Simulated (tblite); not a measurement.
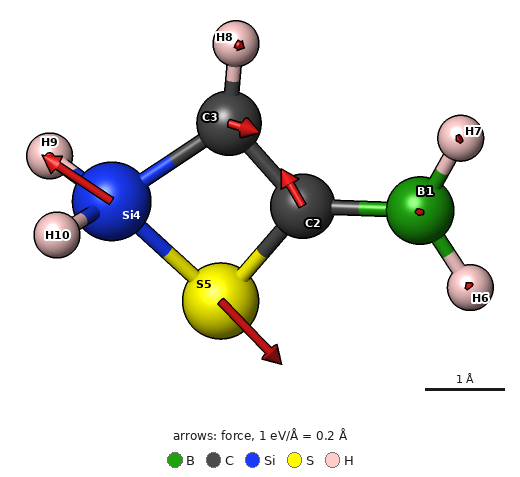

Starting geometry of C₂H₅BSSi with the computed forces as red arrows. Style: ball-and-stick. Shown at a tilt.

Level of theory: GFN2-xTB geometry optimisation, gas phase in tblite. 

> Is this structure relaxed? If not, where do the atoms go?

It isn't relaxed: the largest force vector, on S5, is 5.80 eV/Å. The final displacements have little in common with the starting forces (cosine between the two patterns 0.28). H10 moves most after the best rigid fit: 0.37 Å. Largest moves by element: H 0.37 Å, S 0.33 Å, C 0.22 Å, B 0.12 Å, Si 0.11 Å. Near-neighbour distances that change, for instance: Si4–S5 1.971 → 2.199 Å, C2–C3 1.414 → 1.358 Å, C3–Si4 1.830 → 1.875 Å, C2–S5 1.828 → 1.797 Å. Among the angles between lasting bonds that change: C3–C2–S5 98.0° → 106.5°, C2–C3–H8 131.4° → 124.0°, B1–C2–S5 131.0° → 123.9°. The energy falls by 0.836 eV in 47 geometry steps. Cost: 0.39 s on 1 thread of Arm Neoverse N1, on a shared host.
